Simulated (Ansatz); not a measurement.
```yaml
atoms:
  - { symbol: B, position_ang: [-0.9329, 0.1295, 0.3755] }
  - { symbol: O, position_ang: [-0.0670, -0.4987, -0.9785] }
  - { symbol: C, position_ang: [1.0285, -0.2210, -0.4943] }
  - { symbol: H, position_ang: [-0.1712, 0.9685, 0.8509] }
  - { symbol: H, position_ang: [-1.7999, 0.6915, -0.2348] }
  - { symbol: H, position_ang: [-1.1584, -0.8174, 1.0745] }
  - { symbol: H, position_ang: [1.7592, 0.3614, -1.0750] }
  - { symbol: H, position_ang: [1.3418, -0.6135, 0.4817] }
```

A transition-state structure; geometry: PBE0-D4/def2-TZVP.

Theory: RKS PBE0-D4/def2-TZVPP (Ansatz 0.2.0).

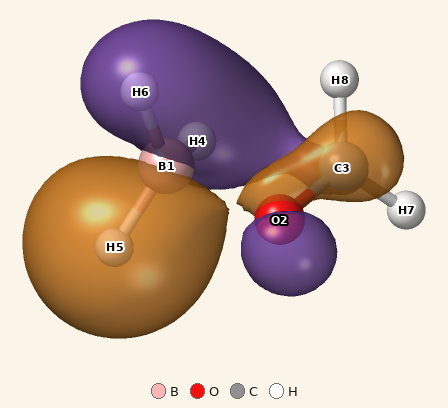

BH₃···CH₂O. The HOMO−1 at ±0.1 Å⁻³ᐟ² (orange and purple are the two phases), seen across its widest extent.

Question: Where does this orbital lie, and at what energy?

Answer: By Hirshfeld shares it lies mainly on B1 (about 40 %), H5 (about 30 %), H6 (about 10 %), H4 (about 10 %) and O2 (about 5 %). Its energy is −8.85 eV.
